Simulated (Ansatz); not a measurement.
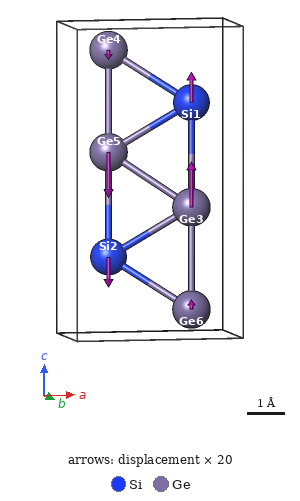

A relaxation of crystalline SiGe$_{2}$ (a generated structure, set up in Pmma). The starting structure is drawn; purple arrows show the displacements (the part carried along by the change of the cell is left out), magnified 20 times.

A ball-and-stick model of the cell of the calculation, seen from a free direction.

Level of theory: Ansatz, DFT PBE, scalar-relativistic, plane waves, PAW. (plane-wave cutoff 420 eV; k-point mesh 8 × 14 × 6; occupations gaussian; smearing width 0.1 eV; no spin polarisation; cell and atoms relaxed; force threshold 0.01 eV/Å; at most 80 steps)

### Describe the change and its energy.

The energy falls by 13.3 meV per atom in 7 accepted moves (8 points after the start). Largest force component: 0.064 eV/Å at the start, 0.00094 eV/Å at the end. The pressure goes from 0.29 to −0.01 GPa. The SCF was repeated once at an unchanged geometry on a basis and grid sized afresh for the cell, which shifted the energy by less than 0.05 meV per atom at most. The largest moves relative to the cell, 0.064 Å, are those of Ge3 and Ge5. Ge5 goes along −c. Largest moves by element: Ge 0.064 Å, Si 0.043 Å. The drawn cell changes as follows: a 4.692 → 4.882 Å (+4.1 %), b 2.647 → 2.611 Å (−1.3 %), c 8.657 → 8.414 Å (−2.8 %); the volume changes by −0.2 %. Among the contacts that change: Si1–Ge5 2.699 → 2.816 Å, Si1–Ge3 2.906 → 2.804 Å, Ge4–Ge6 2.739 → 2.815 Å, Ge3–Ge3 2.647 → 2.611 Å. Among the angles between lasting bonds that change: Ge6–Si2–Ge6 114.8° → 120.3°, Ge3–Si2–Ge6 177.0° → 180.0°, Ge3–Si2–Ge6 62.3° → 59.8°. The space group (tolerance 0.01 Å) goes from Pmma (No. 51) to Cmmm (No. 65). Cost: 5.2 min on 1 thread of Arm Neoverse V1, with other jobs on the host, peak memory 0.7 GiB.
